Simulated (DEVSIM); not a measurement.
Device: abrupt Si p-n junction, at 250 K.

```csv
layer (left to right),material,thickness (μm),Nd (cm⁻³),Na (cm⁻³),τn (s),τp (s)
1,Si,51.0,-,1.5e18,2.6e-7,2.6e-7
2,Si,0.270,6.2e16,-,2.6e-7,2.6e-7
```

Left contact: ohmic. Right contact: ohmic. Voltage is applied to the left contact. Recombination: SRH at mid-gap. Mobility is constant in doping.

The device is made up for the run: typed textbook-type constants, with dimensions and the other settings drawn at random. Values at 300 K; Nc and Nv go as T^1.5, mobilities as T to minus their exponent, the gap by Varshni's rule with the affinity fixed.

```
parameter               Si
----------------  --------
gap (eV)             1.124
affinity (eV)         4.05
permittivity          11.7
Nc (cm⁻³)          2.86e19
Nv (cm⁻³)           3.1e19
μn (cm²/Vs)           1417
μp (cm²/Vs)            470
T exponent of μn       2.3
T exponent of μp       2.2
Varshni α (eV/K)  0.000473
Varshni β (K)          636
```

DEVSIM, 1D drift-diffusion, Boltzmann statistics, complete ionisation; no tunnelling, impact ionisation, image-force lowering or self-heating.

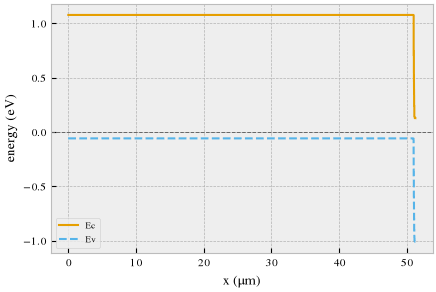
*Band edges at zero bias*

Energies count from the Fermi level of the right contact; mesh points crowd at the junctions.

| x (μm) | Ec (eV) | Ev (eV) | n (cm⁻³) | p (cm⁻³) | field (V/cm) |
|---|---|---|---|---|---|
| 0.000 | 1.077 | -0.059 | < 1e2 | 1.5e18 | ≈ 0 |
| 0.02812 | 1.077 | -0.059 | < 1e2 | 1.5e18 | ≈ 0 |
| 0.09384 | 1.077 | -0.059 | < 1e2 | 1.5e18 | ≈ 0 |
| 0.2318 | 1.077 | -0.059 | < 1e2 | 1.5e18 | ≈ 0 |
| 0.7146 | 1.077 | -0.059 | < 1e2 | 1.5e18 | ≈ 0 |
| 1.579 | 1.077 | -0.059 | < 1e2 | 1.5e18 | ≈ 0 |
| 3.600 | 1.077 | -0.059 | < 1e2 | 1.5e18 | ≈ 0 |
| 10.44 | 1.077 | -0.059 | < 1e2 | 1.5e18 | ≈ 0 |
| 22.69 | 1.077 | -0.059 | < 1e2 | 1.5e18 | ≈ 0 |
| 37.73 | 1.077 | -0.059 | < 1e2 | 1.5e18 | ≈ 0 |
| 45.15 | 1.077 | -0.059 | < 1e2 | 1.5e18 | ≈ 0 |
| 48.99 | 1.077 | -0.059 | < 1e2 | 1.5e18 | ≈ 0 |
| 50.09 | 1.077 | -0.059 | < 1e2 | 1.5e18 | ≈ 0 |
| 50.59 | 1.077 | -0.059 | < 1e2 | 1.5e18 | ≈ 0 |
| 50.87 | 1.077 | -0.059 | < 1e2 | 1.5e18 | ≈ 0 |
| 50.96 | 1.077 | -0.059 | < 1e2 | 1.5e18 | ≈ 0 |
| 50.99 | 1.066 | -0.071 | < 1e2 | 8.9e17 | -34000 |
| 51.02 | 0.802 | -0.334 | 1500 | 4.3e12 | -110000 |
| 51.08 | 0.295 | -0.841 | 2.4e13 | 270 | -53000 |
| 51.17 | 0.128 | -1.008 | 5.8e16 | < 1e2 | -920 |
| 51.23 | 0.126 | -1.010 | 6.2e16 | < 1e2 | -16 |
| 51.27 | 0.126 | -1.010 | 6.2e16 | < 1e2 | ≈ 0 |
